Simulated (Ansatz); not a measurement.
Geometry relaxation of C$_{4}$H$_{15}$GeNSi (part 2 of 3)

C$_{4}$H$_{15}$GeNSi, SMILES C[SiH2][N]([GeH3])C(C)C; RKS PBE-D4/def2-SVP (Ansatz 0.2.0). The geometry: force-field start.

Geometry of the input (Å):
```
C  -1.4524  -1.9522  -0.8338
Si 0.3484  -1.6610  -0.7662
N  0.7596  -0.2321  0.2511
Ge 0.5087  -0.7673  2.0267
C  0.0407  0.9925  -0.1009
C  0.2820  1.4309  -1.5514
C  0.4983  2.1800  0.8174
H  -1.6828  -2.7973  -1.4511
H  -1.9024  -2.0197  0.2205
H  -1.9756  -1.0275  -1.3022
H  0.9680  -2.8755  -0.2066
H  0.8972  -1.4638  -2.1087
H  0.8839  -2.2012  2.2479
H  1.1652  0.1505  3.0427
H  -1.0901  -0.7164  2.3099
H  -1.0470  0.8744  0.0787
H  -0.2021  0.7438  -2.2537
H  -0.1610  2.4358  -1.7396
H  1.3746  1.4338  -1.7606
H  1.5355  2.3017  0.8218
H  -0.0044  3.1376  0.4449
H  0.1463  2.0033  1.8419
```

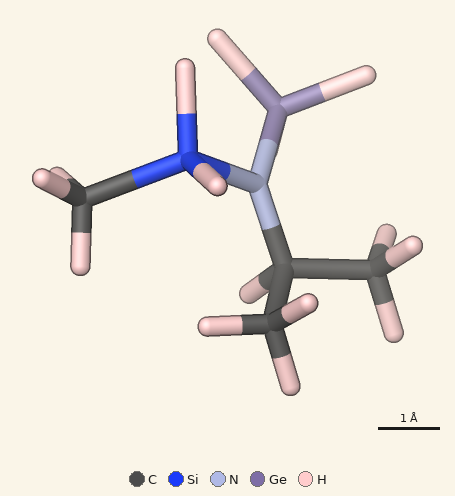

*The geometry at step 12 of the log (stick view, seen at a tilt).*

### Trajectory as extended XYZ, continued
```
22
Properties=species:S:1:pos:R:3:forces:R:3 step=6 energy=-70244.95745
C    -1.4895   -2.0897   -1.1838    0.0619  -0.0141   0.0435
Si    0.3000   -1.6305   -0.7344   -0.1086  -0.0231  -0.0913
N     0.4134   -0.2624    0.3806   -0.0009   0.0135   0.1330
Ge    0.4804   -0.6476    2.2203   -0.0338   0.1311  -0.0238
C    -0.0836    1.0856   -0.0023   -0.0303  -0.0814  -0.0171
C     0.1518    1.3728   -1.4898    0.0061   0.0073  -0.0089
C     0.5627    2.1899    0.8408    0.0443   0.0199   0.0240
H    -1.5171   -2.9552   -1.8819    0.0110   0.0559   0.0499
H    -2.0625   -2.3611   -0.2702    0.0374   0.0148  -0.0764
H    -2.0132   -1.2420   -1.6736    0.0067  -0.0251   0.0100
H     0.9552   -2.7964   -0.0467   -0.0032   0.0106   0.0132
H     1.0590   -1.3678   -2.0120   -0.0012  -0.0019   0.0444
H     0.7551   -2.1684    2.3427   -0.0385   0.0601   0.0260
H     1.6199    0.1608    2.9186   -0.0890  -0.0964  -0.0486
H    -0.8857   -0.2632    2.9014    0.1771  -0.0605  -0.0859
H    -1.1891    1.1349    0.1750    0.0024   0.0199   0.0048
H    -0.3802    0.6586   -2.1507   -0.0002   0.0004   0.0007
H    -0.2145    2.3875   -1.7447   -0.0042  -0.0091   0.0073
H     1.2333    1.3208   -1.7330   -0.0157   0.0048   0.0027
H     1.6660    2.1736    0.7209   -0.0052   0.0047  -0.0093
H     0.1898    3.1873    0.5298    0.0007  -0.0351   0.0050
H     0.3394    2.0829    1.9219   -0.0167   0.0036  -0.0029
22
Properties=species:S:1:pos:R:3:forces:R:3 step=7 energy=-70244.96285
C    -1.4782   -2.0949   -1.2139    0.0456  -0.0133   0.0307
Si    0.2990   -1.6290   -0.7307   -0.0593  -0.0161  -0.0347
N     0.3962   -0.2627    0.3883   -0.0034   0.0149   0.1077
Ge    0.4942   -0.6303    2.2279   -0.0384   0.0023   0.0441
C    -0.0957    1.0858    0.0043   -0.0085  -0.0557   0.0023
C     0.1291    1.3678   -1.4863    0.0060   0.0144   0.0080
C     0.5646    2.1878    0.8415    0.0320   0.0195  -0.0077
H    -1.4822   -2.9563   -1.9173    0.0032   0.0499   0.0488
H    -2.0670   -2.3772   -0.3142    0.0417   0.0109  -0.0638
H    -2.0015   -1.2508   -1.7095    0.0095  -0.0171   0.0043
H     0.9435   -2.7923   -0.0282   -0.0052   0.0065   0.0048
H     1.0860   -1.3639   -1.9908   -0.0142  -0.0069   0.0324
H     0.6732   -2.1659    2.3752   -0.0028   0.0872  -0.0116
H     1.6961    0.1074    2.9048   -0.1285  -0.0726  -0.0830
H    -0.8364   -0.1863    2.9374    0.1583  -0.0133  -0.0868
H    -1.1991    1.1435    0.1915    0.0036   0.0137  -0.0002
H    -0.4045    0.6496   -2.1416   -0.0021   0.0016   0.0065
H    -0.2429    2.3801   -1.7417   -0.0049  -0.0042   0.0030
H     1.2090    1.3197   -1.7368   -0.0115   0.0030   0.0030
H     1.6673    2.1661    0.7141   -0.0162  -0.0003  -0.0080
H     0.1945    3.1860    0.5305    0.0028  -0.0186   0.0065
H     0.3451    2.0859    1.9242   -0.0079  -0.0059  -0.0064
22
Properties=species:S:1:pos:R:3:forces:R:3 step=8 energy=-70244.96751
C    -1.4629   -2.0946   -1.2360    0.0207  -0.0226   0.0170
Si    0.3027   -1.6296   -0.7238   -0.0128   0.0021  -0.0319
N     0.3876   -0.2644    0.3956   -0.0340  -0.0115   0.0346
Ge    0.4951   -0.6302    2.2311    0.0072   0.0257   0.0530
C    -0.1052    1.0831    0.0129    0.0176  -0.0241   0.0262
C     0.1060    1.3635   -1.4796   -0.0022   0.0026   0.0044
C     0.5687    2.1840    0.8420    0.0179   0.0099  -0.0089
H    -1.4520   -2.9548   -1.9395    0.0004   0.0288   0.0303
H    -2.0658   -2.3803   -0.3483    0.0201   0.0027  -0.0304
H    -1.9808   -1.2529   -1.7398    0.0059  -0.0029  -0.0021
H     0.9349   -2.7909   -0.0068   -0.0039   0.0003  -0.0043
H     1.1096   -1.3661   -1.9707   -0.0059  -0.0099   0.0160
H     0.6132   -2.1709    2.3931   -0.0232   0.1048  -0.0087
H     1.7333    0.0633    2.8803   -0.0690  -0.0547  -0.0448
H    -0.7927   -0.0969    2.9454    0.0732  -0.0535  -0.0452
H    -1.2066    1.1469    0.2114    0.0110  -0.0005   0.0020
H    -0.4307    0.6423   -2.1293    0.0011   0.0047   0.0069
H    -0.2730    2.3737   -1.7324   -0.0040   0.0005  -0.0021
H     1.1836    1.3202   -1.7395   -0.0064   0.0021   0.0010
H     1.6696    2.1603    0.7001   -0.0219  -0.0026  -0.0027
H     0.1960    3.1820    0.5355    0.0019   0.0038   0.0011
H     0.3599    2.0826    1.9270    0.0060  -0.0056  -0.0116
22
Properties=species:S:1:pos:R:3:forces:R:3 step=9 energy=-70244.97016
C    -1.4458   -2.0975   -1.2506   -0.0013  -0.0082  -0.0060
Si    0.3090   -1.6262   -0.7176    0.0148  -0.0212  -0.0135
N     0.3773   -0.2628    0.4026   -0.0477   0.0214  -0.0137
Ge    0.4875   -0.6250    2.2350    0.0005  -0.0346   0.0288
C    -0.1118    1.0855    0.0218    0.0227   0.0032   0.0209
C     0.0813    1.3621   -1.4735   -0.0093  -0.0060  -0.0031
C     0.5818    2.1847    0.8375    0.0041  -0.0036  -0.0075
H    -1.4216   -2.9595   -1.9501    0.0006   0.0042   0.0070
H    -2.0597   -2.3832   -0.3718    0.0053   0.0002  -0.0026
H    -1.9596   -1.2601   -1.7652   -0.0018  -0.0005  -0.0034
H     0.9315   -2.7855    0.0109    0.0037  -0.0022  -0.0064
H     1.1340   -1.3679   -1.9528   -0.0046   0.0036   0.0019
H     0.5512   -2.1653    2.3982   -0.0031   0.0437   0.0051
H     1.7557    0.0218    2.8629   -0.0321  -0.0088   0.0087
H    -0.7798   -0.0611    2.9522    0.0364  -0.0057  -0.0108
H    -1.2101    1.1578    0.2350    0.0166  -0.0042   0.0026
H    -0.4634    0.6392   -2.1145    0.0027   0.0042   0.0041
H    -0.3017    2.3714   -1.7235   -0.0012   0.0025  -0.0058
H     1.1556    1.3190   -1.7464   -0.0042   0.0025  -0.0013
H     1.6794    2.1561    0.6738   -0.0147  -0.0017   0.0025
H     0.2068    3.1838    0.5386    0.0015   0.0108   0.0001
H     0.3930    2.0829    1.9261    0.0111   0.0002  -0.0075
22
Properties=species:S:1:pos:R:3:forces:R:3 step=10 energy=-70244.97218
C    -1.4263   -2.1078   -1.2718   -0.0142   0.0017  -0.0187
Si    0.3153   -1.6202   -0.7162    0.0278  -0.0228   0.0032
N     0.3581   -0.2621    0.4109   -0.0188   0.0218  -0.0306
Ge    0.4731   -0.6238    2.2414   -0.0192  -0.0308   0.0491
C    -0.1178    1.0909    0.0334   -0.0007   0.0371   0.0148
C     0.0493    1.3604   -1.4664   -0.0071  -0.0124  -0.0030
C     0.6061    2.1854    0.8303    0.0039  -0.0243  -0.0016
H    -1.3834   -2.9718   -1.9670    0.0021  -0.0113  -0.0075
H    -2.0494   -2.3971   -0.4014   -0.0059  -0.0017   0.0144
H    -1.9415   -1.2780   -1.7973   -0.0017  -0.0017  -0.0003
H     0.9380   -2.7775    0.0156    0.0057   0.0000   0.0015
H     1.1542   -1.3536   -1.9400   -0.0033   0.0106  -0.0017
H     0.4834   -2.1613    2.4183    0.0071  -0.0003  -0.0083
H     1.7565   -0.0151    2.8697    0.0273   0.0057   0.0031
H    -0.7641   -0.0155    2.9667   -0.0234   0.0117  -0.0056
H    -1.2110    1.1783    0.2673    0.0258  -0.0027   0.0022
H    -0.5095    0.6367   -2.0943    0.0038   0.0062   0.0057
H    -0.3352    2.3697   -1.7143    0.0020   0.0021  -0.0017
H     1.1185    1.3133   -1.7588   -0.0091   0.0032  -0.0019
H     1.6987    2.1459    0.6378   -0.0168   0.0008   0.0073
H     0.2326    3.1882    0.5410    0.0024   0.0055  -0.0026
H     0.4451    2.0852    1.9238    0.0122   0.0018  -0.0180
22
Properties=species:S:1:pos:R:3:forces:R:3 step=11 energy=-70244.97519
C    -1.3833   -2.1377   -1.3146   -0.0199  -0.0034  -0.0376
Si    0.3287   -1.6050   -0.7099    0.0252   0.0192   0.0314
N     0.3118   -0.2575    0.4320    0.0193   0.0083  -0.0933
Ge    0.4301   -0.6203    2.2601   -0.0239  -0.0439   0.0583
C    -0.1303    1.1074    0.0606   -0.0290   0.0929   0.0170
C    -0.0222    1.3587   -1.4496    0.0067  -0.0235   0.0119
C     0.6669    2.1873    0.8144    0.0262  -0.0841  -0.0008
H    -1.2954   -3.0067   -2.0002    0.0019   0.0001   0.0027
H    -2.0245   -2.4369   -0.4612   -0.0108  -0.0057   0.0212
H    -1.9058   -1.3275   -1.8639    0.0153  -0.0133   0.0128
H     0.9616   -2.7527    0.0293    0.0022   0.0025   0.0064
H     1.1918   -1.3087   -1.9106   -0.0074   0.0069   0.0067
H     0.3441   -2.1555    2.4467   -0.0016   0.0100  -0.0061
H     1.7587   -0.0972    2.8754    0.0092   0.0077  -0.0004
H    -0.7611    0.0769    2.9824   -0.0078  -0.0011   0.0003
H    -1.2105    1.2331    0.3424    0.0897  -0.0011  -0.0139
H    -0.6178    0.6360   -2.0465    0.0244   0.0288   0.0364
H    -0.4043    2.3702   -1.6925    0.0083   0.0036   0.0040
H     1.0340    1.2962   -1.7878   -0.0558   0.0044   0.0138
H     1.7480    2.1167    0.5602   -0.0962   0.0080   0.0303
H     0.3039    3.1998    0.5440    0.0125  -0.0112  -0.0076
H     0.5664    2.0936    1.9181    0.0117  -0.0052  -0.0935
22
Properties=species:S:1:pos:R:3:forces:R:3 step=12 energy=-70244.97725
C    -1.3602   -2.1590   -1.3275   -0.0079  -0.0047  -0.0399
Si    0.3387   -1.5966   -0.7085    0.0043   0.0276   0.0427
N     0.2952   -0.2525    0.4373    0.0060   0.0020  -0.1116
Ge    0.4007   -0.6225    2.2650   -0.0254  -0.0406   0.0746
C    -0.1328    1.1184    0.0715   -0.0116   0.1231   0.0282
C    -0.0594    1.3670   -1.4421    0.0112  -0.0495   0.0213
C     0.7031    2.1867    0.8032    0.0272  -0.1020  -0.0022
H    -1.2515   -3.0318   -2.0065   -0.0009   0.0183   0.0182
H    -2.0058   -2.4619   -0.4782   -0.0003  -0.0045   0.0109
H    -1.8896   -1.3605   -1.8878    0.0198  -0.0175   0.0150
H     0.9805   -2.7357    0.0368    0.0054   0.0032   0.0015
H     1.2084   -1.2860   -1.9013   -0.0142   0.0065   0.0102
H     0.2697   -2.1570    2.4507    0.0104   0.0433  -0.0077
H     1.7425   -0.1317    2.8841   -0.0190  -0.0134  -0.0087
H    -0.7752    0.1064    2.9848    0.0136  -0.0105  -0.0184
H    -1.2035    1.2638    0.3812    0.1124  -0.0103  -0.0253
H    -0.6796    0.6507   -2.0224    0.0345   0.0344   0.0440
H    -0.4350    2.3830   -1.6764    0.0097  -0.0002   0.0060
H     0.9874    1.2920   -1.8077   -0.0737   0.0064   0.0227
H     1.7769    2.0968    0.5216   -0.1269   0.0111   0.0368
H     0.3502    3.2052    0.5409    0.0171  -0.0150  -0.0059
H     0.6300    2.0954    1.9099    0.0085  -0.0077  -0.1125
22
Properties=species:S:1:pos:R:3:forces:R:3 step=13 energy=-70244.98057
C    -1.3294   -2.1890   -1.3332    0.0161  -0.0140  -0.0231
Si    0.3547   -1.5828   -0.7078   -0.0214   0.0417   0.0272
N     0.2807   -0.2418    0.4403   -0.0202  -0.0183  -0.0787
Ge    0.3498   -0.6275    2.2687    0.0005  -0.0410   0.0521
C    -0.1304    1.1366    0.0839    0.0152   0.1304   0.0296
C    -0.1079    1.3799   -1.4332    0.0218  -0.0647   0.0334
C     0.7563    2.1861    0.7860    0.0173  -0.1165  -0.0282
H    -1.1966   -3.0663   -2.0038   -0.0072   0.0456   0.0390
H    -1.9734   -2.4978   -0.4838    0.0116  -0.0023  -0.0101
H    -1.8722   -1.4065   -1.9037    0.0251  -0.0233   0.0180
H     1.0227   -2.7068    0.0390    0.0000   0.0068  -0.0074
H     1.2176   -1.2464   -1.8986   -0.0134  -0.0018   0.0155
H     0.1823   -2.1616    2.4439   -0.0027   0.0698  -0.0101
H     1.6997   -0.1814    2.9094   -0.0574  -0.0068  -0.0145
H    -0.8215    0.1303    2.9691    0.0454  -0.0237  -0.0263
H    -1.1861    1.3070    0.4326    0.1337  -0.0232  -0.0412
H    -0.7645    0.6733   -1.9867    0.0574   0.0533   0.0600
H    -0.4716    2.4032   -1.6549    0.0105  -0.0092   0.0005
H     0.9237    1.2846   -1.8383   -0.1051   0.0118   0.0386
H     1.8193    2.0663    0.4732   -0.1503   0.0155   0.0388
H     0.4226    3.2134    0.5318    0.0198  -0.0198  -0.0020
H     0.7150    2.0974    1.8946    0.0034  -0.0106  -0.1109
22
Properties=species:S:1:pos:R:3:forces:R:3 step=14 energy=-70244.98351
C    -1.3003   -2.2147   -1.3308    0.0290  -0.0074  -0.0270
Si    0.3719   -1.5689   -0.7109   -0.0279   0.0220   0.0319
N     0.2733   -0.2333    0.4400   -0.0342  -0.0271  -0.0381
Ge    0.3045   -0.6345    2.2676   -0.0249  -0.0077   0.0105
C    -0.1242    1.1513    0.0948    0.0201   0.1386   0.0208
C    -0.1507    1.3927   -1.4229    0.0320  -0.0811   0.0342
C     0.8060    2.1821    0.7693    0.0081  -0.1209  -0.0499
H    -1.1497   -3.0931   -1.9966   -0.0105   0.0531   0.0409
H    -1.9374   -2.5320   -0.4791    0.0184   0.0029  -0.0153
H    -1.8579   -1.4455   -1.9051    0.0204  -0.0281   0.0175
H     1.0656   -2.6801    0.0324   -0.0001   0.0084  -0.0069
H     1.2255   -1.2116   -1.9020   -0.0161  -0.0008   0.0106
H     0.0876   -2.1639    2.4284    0.0397   0.0654  -0.0003
H     1.6451   -0.2042    2.9385   -0.0517  -0.0477  -0.0190
H    -0.8659    0.1427    2.9441    0.0241  -0.0029  -0.0146
H    -1.1645    1.3410    0.4793    0.1493  -0.0324  -0.0535
H    -0.8386    0.6941   -1.9501    0.0793   0.0726   0.0695
H    -0.5055    2.4217   -1.6327    0.0105  -0.0156  -0.0043
H     0.8648    1.2810   -1.8651   -0.1302   0.0182   0.0528
H     1.8562    2.0379    0.4246   -0.1549   0.0222   0.0442
H     0.4884    3.2176    0.5267    0.0185  -0.0244  -0.0002
H     0.7965    2.0900    1.8782    0.0012  -0.0070  -0.1038
22
Properties=species:S:1:pos:R:3:forces:R:3 step=15 energy=-70244.98616
C    -1.2626   -2.2421   -1.3291    0.0310  -0.0005  -0.0229
Si    0.3917   -1.5508   -0.7109   -0.0259  -0.0047   0.0186
N     0.2573   -0.2226    0.4425   -0.0533  -0.0217   0.0389
Ge    0.2345   -0.6386    2.2688    0.0709  -0.0244  -0.0238
C    -0.1171    1.1699    0.1069   -0.0117   0.1594   0.0088
C    -0.2024    1.4068   -1.4101    0.0451  -0.1112   0.0161
C     0.8651    2.1775    0.7439    0.0184  -0.1354  -0.0651
H    -1.0897   -3.1184   -1.9920   -0.0101   0.0492   0.0326
H    -1.8910   -2.5742   -0.4766    0.0145   0.0062  -0.0136
H    -1.8391   -1.4880   -1.9050    0.0210  -0.0323   0.0199
H     1.1185   -2.6461    0.0264   -0.0086   0.0149  -0.0079
H     1.2304   -1.1648   -1.9030   -0.0072   0.0012   0.0130
H     0.0046   -2.1656    2.4182   -0.0364   0.0338  -0.0150
H     1.5720   -0.2690    2.9781   -0.0314   0.0177  -0.0192
H    -0.9256    0.1702    2.9218    0.0080  -0.0158  -0.0163
H    -1.1374    1.3852    0.5324    0.1803  -0.0397  -0.0757
H    -0.9263    0.7171   -1.9030    0.1168   0.1038   0.0862
H    -0.5463    2.4418   -1.6095    0.0124  -0.0205  -0.0047
H     0.7922    1.2748   -1.8962   -0.1736   0.0285   0.0817
H     1.8969    2.0043    0.3567   -0.1760   0.0366   0.0641
H     0.5667    3.2225    0.5161    0.0176  -0.0374  -0.0023
H     0.8981    2.0804    1.8523   -0.0018  -0.0077  -0.1134
22
Properties=species:S:1:pos:R:3:forces:R:3 step=16 energy=-70244.98951
C    -1.2453   -2.2496   -1.3335    0.0224  -0.0048  -0.0144
Si    0.3987   -1.5454   -0.7061   -0.0195   0.0181   0.0064
N     0.2450   -0.2212    0.4484   -0.0253  -0.0220   0.0202
Ge    0.2192   -0.6407    2.2728   -0.0095   0.0141  -0.0526
C    -0.1157    1.1748    0.1141   -0.0217   0.1508   0.0091
C    -0.2251    1.4099   -1.4006    0.0356  -0.1140  -0.0012
C     0.8874    2.1718    0.7310    0.0238  -0.1227  -0.0452
H    -1.0620   -3.1214   -1.9985   -0.0072   0.0332   0.0213
H    -1.8728   -2.5911   -0.4843    0.0066   0.0040  -0.0080
H    -1.8275   -1.4995   -1.9083    0.0210  -0.0239   0.0177
H     1.1340   -2.6352    0.0307   -0.0088   0.0099  -0.0058
H     1.2366   -1.1452   -1.8938    0.0019  -0.0059   0.0086
H    -0.0460   -2.1617    2.4123    0.0088   0.0112   0.0039
H     1.5543   -0.2752    2.9874   -0.0292  -0.0112  -0.0111
H    -0.9435    0.1759    2.9105    0.0191   0.0008   0.0104
H    -1.1255    1.4027    0.5552    0.1571  -0.0391  -0.0634
H    -0.9633    0.7254   -1.8777    0.1029   0.0917   0.0704
H    -0.5625    2.4473   -1.5976    0.0087  -0.0156   0.0010
H     0.7583    1.2679   -1.9045   -0.1490   0.0271   0.0755
H     1.9086    1.9893    0.3227   -0.1493   0.0350   0.0617
H     0.5952    3.2200    0.5106    0.0148  -0.0347  -0.0012
H     0.9424    2.0715    1.8380   -0.0033  -0.0016  -0.1032
22
Properties=species:S:1:pos:R:3:forces:R:3 step=17 energy=-70244.99420
C    -1.2154   -2.2610   -1.3470    0.0065   0.0058  -0.0189
Si    0.4090   -1.5351   -0.7002   -0.0023   0.0090   0.0245
N     0.2189   -0.2189    0.4566   -0.0147  -0.0191  -0.0210
Ge    0.1872   -0.6426    2.2770   -0.0462   0.0444  -0.0081
C    -0.1166    1.1833    0.1236   -0.0277   0.1107   0.0223
C    -0.2646    1.4157   -1.3855    0.0149  -0.0841  -0.0190
C     0.9208    2.1592    0.7081    0.0263  -0.0719  -0.0044
H    -1.0136   -3.1249   -2.0151    0.0003   0.0065   0.0038
H    -1.8450   -2.6169   -0.5057    0.0050   0.0030   0.0021
H    -1.8038   -1.5169   -1.9220    0.0072  -0.0072   0.0037
H     1.1458   -2.6186    0.0433    0.0033  -0.0004   0.0041
H     1.2625   -1.1219   -1.8721   -0.0052  -0.0003   0.0015
H    -0.1169   -2.1564    2.4133    0.0296   0.0079   0.0097
H     1.5232   -0.2929    2.9944    0.0116  -0.0409  -0.0039
H    -0.9516    0.2003    2.9239    0.0002  -0.0045  -0.0118
H    -1.1070    1.4321    0.5896    0.0935  -0.0261  -0.0329
H    -1.0236    0.7410   -1.8377    0.0514   0.0488   0.0367
H    -0.5919    2.4568   -1.5778    0.0034  -0.0047   0.0043
H     0.6993    1.2594   -1.9165   -0.0763   0.0168   0.0435
H     1.9236    1.9620    0.2681   -0.0860   0.0213   0.0408
H     0.6404    3.2126    0.4988    0.0111  -0.0186   0.0002
H     1.0099    2.0540    1.8116   -0.0058   0.0037  -0.0773
```
